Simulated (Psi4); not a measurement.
**UHSE06/6-31G(d) (spherical functions) run of C2HF2Ge (SMILES C#[C][Ge]([F])[F])**

What is the vertical doublet–quartet gap of C2HF2Ge at UHSE06/6-31G* (spherical functions)? 

The calculation is run with Psi4 1.11.

1 further run of the same task is left out (it didn't finish). Runs told in other sessions of the task aren't counted.

## (1) The structure to begin with

C2HF2Ge has 6 atoms, charge 0, and is taken as a doublet. SMILES: `C#[C][Ge]([F])[F]`. The shape is that of a PBE0-D4/def2-TZVP optimisation.

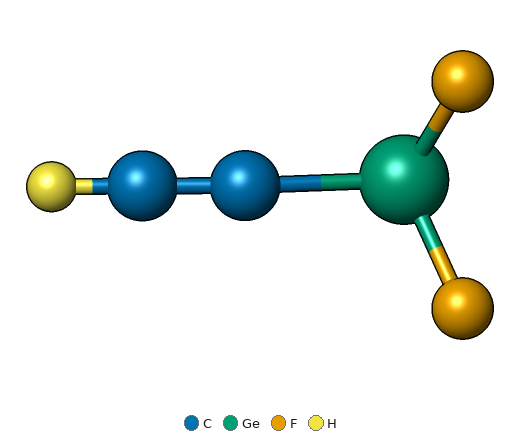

The structure, seen from a chosen angle (carbon blue, germanium teal, fluorine amber, hydrogen yellow).

## (2) Energy and forces at UHSE06/6-31G(d) (spherical functions)

calc.inp reads:

```
memory 2200 MB

molecule mol {
  0 2
  C     -0.190100     0.518400     1.692900
  C     -0.131400     0.204200     0.530300
  Ge    -0.289600    -0.139700    -1.323100
  F     -0.276600    -1.850600    -1.565100
  F      1.142900     0.424100    -2.108200
  H     -0.213200     0.779700     2.727000
  symmetry c1
}

set basis 6-31G*
set reference uks
set puream true
set e_convergence 1e-09
set d_convergence 1e-08
set scf_type pk
set dft_radial_points 99
set dft_spherical_points 590
set maxiter 100

result, w = gradient("hse06", return_wfn=True)
oeprop(w, "WIBERG_LOWDIN_INDICES", "MAYER_INDICES", "LOWDIN_CHARGES", title="HSE06")
```

The run is started by

```console
$ psi4 calc.inp calc.out -n 1
```

calc.out:

```text
[...]
  Running in c1 symmetry.
[...]
  Nuclear repulsion =  338.439495053189944
[...]
  Multiplicity = 2
[...]
  Nalpha       = 32
  Nbeta        = 31
[...]
    Number of basis functions: 90
[...]
   @UKS iter   1: -2351.34162347307938   -2.51721e+00   2.99715e-02 ADIIS/DIIS
[...]
   @UKS iter  18: -2352.63914788874990    1.00044e-11   3.75080e-09 DIIS
[...]
   @S^2 Observed:                7.522641826E-01
[...]
    Orbital Energies [Eh]
    ---------------------
    Alpha Occupied:
       1A   -399.153279     2A    -49.992841     3A    -44.470241
       4A    -44.469060     5A    -44.468683     6A    -24.754035
       7A    -24.754007     8A    -10.256047     9A    -10.243675
      10A     -6.362196    11A     -4.514674    12A     -4.513041
      13A     -4.511162    14A     -1.306205    15A     -1.297105
      16A     -1.288220    17A     -1.286572    18A     -1.286117
      19A     -1.176704    20A     -1.152571    21A     -0.782492
      22A     -0.609655    23A     -0.552129    24A     -0.469371
      25A     -0.466359    26A     -0.433419    27A     -0.406838
      28A     -0.402282    29A     -0.395706    30A     -0.320232
      31A     -0.313242    32A     -0.256284
[...]
  @UKS Final Energy: -2352.63914788874990
   => Energetics <=
    Nuclear Repulsion Energy =            338.4394950531899440
    One-Electron Energy =               -3949.3200681736861952
    Two-Electron Energy =                1342.8310348091729338
    DFT Exchange-Correlation Energy =     -84.5896095774269554
    Empirical Dispersion Energy =           0.0000000000000000
    VV10 Nonlocal Energy =                  0.0000000000000000
    Total Energy =                      -2352.6391478887499034
  UHF NO Occupations:
  HONO-2 :   30  A 1.9998520
  HONO-1 :   31  A 1.9993412
[...]
 Multipole Moments:
 ------------------------------------------------------------------------------------
     Multipole            Electronic (a.u.)      Nuclear  (a.u.)        Total (a.u.)
 ------------------------------------------------------------------------------------
 L = 1.  Multiply by 2.5417464519 to convert [e a0] to [Debye]
 Dipole X            :         -1.6296909            1.0174442           -0.6122467
 Dipole Y            :         -0.6984366            1.2773611            0.5789244
 Dipole Z            :         -7.1821945            8.0078096            0.8256151
 Magnitude           :                                                    1.1796779
[...]
  -Total Gradient:
     Atom            X                  Y                   Z
    ------   -----------------  -----------------  -----------------
       1        0.000883289412    -0.004059251378    -0.014694453627
       2       -0.000445803740     0.004233402082     0.016547022978
       3        0.003105555751    -0.002645898490    -0.002689944711
       4        0.000248042110     0.004291149313     0.000482773047
       5       -0.003434350035    -0.001675149650     0.001886267900
       6       -0.000190475799    -0.000259413306    -0.001580666275
[...]
```

Run time: 42 s. Hardware: 1 thread of Intel Xeon 6975P-C (Granite Rapids), shared host; peak memory 1 GiB.

## (3) The quartet, same level

job.json reads:

```json
{
 "schema_name": "qcschema_input",
 "schema_version": 1,
 "molecule": {
  "schema_name": "qcschema_molecule",
  "schema_version": 2,
  "symbols": ["C", "C", "Ge", "F", "F", "H"],
  "geometry": [-0.35923694, 0.97963402, 3.19911736, -0.24831001, 0.38588207, 1.00212176, -0.54726469, -0.26399474, -2.50029664, -0.52269825, -3.49712717, -2.95761036, 2.15976799, 0.80143285, -3.98392062, -0.40288961, 1.47341946, 5.15328314],
  "molecular_charge": 0,
  "molecular_multiplicity": 4,
  "fix_symmetry": "c1",
  "fix_com": true,
  "fix_orientation": true
 },
 "driver": "gradient",
 "model": {
  "method": "hse06",
  "basis": "6-31G*"
 },
 "keywords": {
  "reference": "uks",
  "puream": true,
  "e_convergence": 1e-09,
  "d_convergence": 1e-08,
  "scf_type": "pk",
  "dft_radial_points": 99,
  "dft_spherical_points": 590,
  "maxiter": 100,
  "scf_properties": ["QUADRUPOLE", "MULLIKEN_CHARGES", "LOWDIN_CHARGES"]
 }
}
```

The run is started by

```console
$ psi4 --qcschema job.json -n 1 --memory 2200MB
```

stdout, shortened:

```text
[...]
  Running in c1 symmetry.
[...]
  Nuclear repulsion =  338.439494839305610
[...]
  Multiplicity = 4
[...]
  Nalpha       = 33
  Nbeta        = 30
[...]
    Number of basis functions: 90
[...]
   @UKS iter   1: -2351.08852062365941   -2.26410e+00   3.02109e-02 ADIIS/DIIS
[...]
   @UKS iter  20: -2352.45382590447161   -6.04814e-11   4.89407e-09 DIIS
[...]
   @S^2 Observed:                3.758355480E+00
[...]
  @UKS Final Energy: -2352.45382590447161
   => Energetics <=
    Nuclear Repulsion Energy =            338.4394948393056097
    One-Electron Energy =               -3949.4376659826593823
    Two-Electron Energy =                1343.1683857268619704
    DFT Exchange-Correlation Energy =     -84.6240404879799399
    Empirical Dispersion Energy =           0.0000000000000000
    VV10 Nonlocal Energy =                  0.0000000000000000
    Total Energy =                      -2352.4538259044720689
  UHF NO Occupations:
  HONO-2 :   31  A 1.0000000
  HONO-1 :   32  A 1.0000000
[...]
 Multipole Moments:
[...]
  Mulliken Charges: (a.u.)
   Center  Symbol    Alpha    Beta     Spin     Total
       1     C     3.59328  2.48816  1.10513 -0.08144
       2     C     3.47014  2.52682  0.94332  0.00304
       3    GE    16.12115 15.29379  0.82736  0.58506
       4     F     4.73853  4.64546  0.09306 -0.38399
       5     F     4.73854  4.64546  0.09308 -0.38400
       6     H     0.33836  0.40031 -0.06195  0.26133
   Total alpha = 33.00000, Total beta = 30.00000, Total charge =  0.00000
  Lowdin Charges: (a.u.)
   Center  Symbol    Alpha    Beta     Spin     Total
[...]
  -Total Gradient:
     Atom            X                  Y                   Z
    ------   -----------------  -----------------  -----------------
       1        0.008000505690    -0.058374642031    -0.223584317095
       2       -0.004718390686     0.057140628958     0.226997456879
       3        0.009106675263    -0.010099587639    -0.018246103883
       4       -0.003373606051     0.010353417823     0.005703919627
       5       -0.009262987705     0.000852065516     0.007948864234
       6        0.000417850042     0.000012033254     0.001137227879
[...]
```

The result, in JSON:

```text
{
 "driver": "gradient",
 "model": {
  "method": "hse06",
  "basis": "6-31G*"
 },
 "success": true,
 "return_result": [0.008000505689597669, -0.058374642030600256, -0.22358431709509086, -0.004718390686050636, 0.05714062895803688, 0.2269974568794572, 0.009106675262796682, -0.010099587639253511, -0.01824610388282047, -0.0033736060505882297, 0.010353417823458888, 0.005703919627073634, -0.009262987704759362, 0.0008520655160180954, 0.007948864234437726, 0.0004178500419226667, 1.2033253911102049e-05, 0.00113722787891965],
 "properties": {
  "calcinfo_nbasis": 90,
  "calcinfo_nmo": 90,
  "calcinfo_nalpha": 33,
  "calcinfo_nbeta": 30,
  "calcinfo_natom": 6,
  "nuclear_repulsion_energy": 338.4394948393056,
  "return_energy": -2352.4538259044716,
  "return_gradient": [0.008000505689597669, -0.058374642030600256, -0.22358431709509086, -0.004718390686050636, 0.05714062895803688, 0.2269974568794572, 0.009106675262796682, -0.010099587639253511, -0.01824610388282047, -0.0033736060505882297, 0.010353417823458888, 0.005703919627073634, -0.009262987704759362, 0.0008520655160180954, 0.007948864234437726, 0.0004178500419226667, 1.2033253911102049e-05, 0.00113722787891965],
  "scf_one_electron_energy": -3949.4376659826594,
  "scf_two_electron_energy": 1343.168385726862,
  "scf_xc_energy": -84.62404048797994,
  "scf_dipole_moment": [-0.5815894551639014, 0.6381379505485505, 1.1536318445474905],
  "scf_total_energy": -2352.4538259044716,
  "scf_total_gradient": [0.008000505689597669, -0.058374642030600256, -0.22358431709509086, -0.004718390686050636, 0.05714062895803688, 0.2269974568794572, 0.009106675262796682, -0.010099587639253511, -0.01824610388282047, -0.0033736060505882297, 0.010353417823458888, 0.005703919627073634, -0.009262987704759362, 0.0008520655160180954, 0.007948864234437726, 0.0004178500419226667, 1.2033253911102049e-05, 0.00113722787891965],
  "scf_iterations": 20
 }
}
```

Run time: 45 s. Hardware: 1 thread of Intel Xeon 6975P-C (Granite Rapids), shared host; peak memory 1 GiB.

## (4) Outcome

Level: UHSE06/6-31G* (spherical functions).

| quantity | value |
| --- | --- |
| doublet: total energy | -2352.63915 Eh |
| doublet: dipole moment | 3.00 D |
| doublet: HOMO energy (highest over α and β) | -6.97 eV |
| doublet: LUMO energy (lowest over α and β) | -4.28 eV |
| doublet: ⟨S²⟩ | 0.752 |
| doublet: largest force on an atom | 0.879 eV/Å |
| quartet: total energy | -2352.45383 Eh |
| quartet: dipole moment | 3.66 D |
| quartet: HOMO energy (highest over α and β) | -3.53 eV |
| quartet: ⟨S²⟩ | 3.758 |
| quartet: largest force on an atom | 12.039 eV/Å |
| vertical energy of the quartet above the doublet | 5.043 eV |

**Reading.** At this shape the quartet lies 5.04 eV (487 kJ/mol) above the doublet. The largest force (doublet) is 0.88 eV/Å: the shape isn't a stationary point for this species at this level. Mulliken charges (quartet) run from -0.38 on F5 to +0.59 on Ge3.
